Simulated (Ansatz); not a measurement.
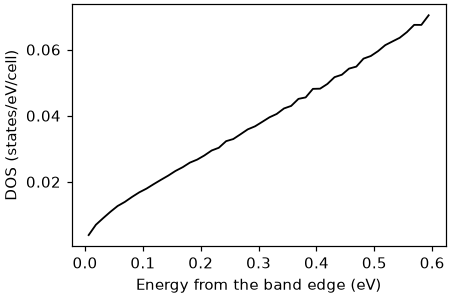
*Density of states of TlBr (Pm-3m) above the conduction band minimum, HSE06 with spin-orbit coupling, rigid bands (Ansatz, a first-principles code); cell volume 56.7 Å³.*

Task: What effective density of states at 300 K does this give (∫ g(E) exp(−E/k_BT) dE, both spins, divided by the cell's size)?

Result: 3.4e18 cm⁻³, a density-of-states mass of 0.26 mₑ, valleys and band degeneracy included.

Geometry: cell and atoms relaxed with PBEsol+D3(BJ).

PBEsol with a dispersion correction tends to overbind, so the cell can be several per cent short, in bad cases over ten, which usually narrows a gap: TlBr (Pm-3m).
